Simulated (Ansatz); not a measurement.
AlBCl2H2O

```xyz
7

B    -0.6894   -0.3480   -0.3558
O    -0.8452   -1.6076   -0.8293
Al    1.2953    0.3242    0.0638
Cl    2.1924    0.0661    1.9649
Cl    2.4562    1.3616   -1.3721
H    -1.6582    0.3396   -0.1914
H    -1.7645   -1.8607   -1.0040
```

All numbers below come from Ansatz 0.2.0, RKS B3LYP/def2-mTZVP.

Predict the electron density and electron localisation function between the atoms.

Answer. Al–Cl (2.12 Å): ρ is about 0.7 e/Å³ halfway; the ELF peaks at about 0.85 in the valence shell of Cl, 0.9 Å from its nucleus, and is about 0.80 at the midpoint.
Al–B (2.14 Å): ρ at the midpoint is about 0.6 e/Å³; the ELF peaks at about 1 between the atoms (a shared electron pair).

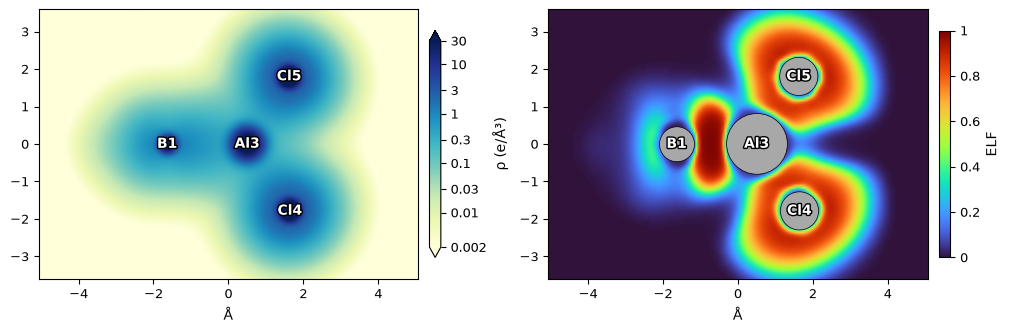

Computed electron density and electron localisation function on the plane of atoms Cl4, Al3 and Cl5, in this order. Grey discs cover the atomic cores in the ELF map. 
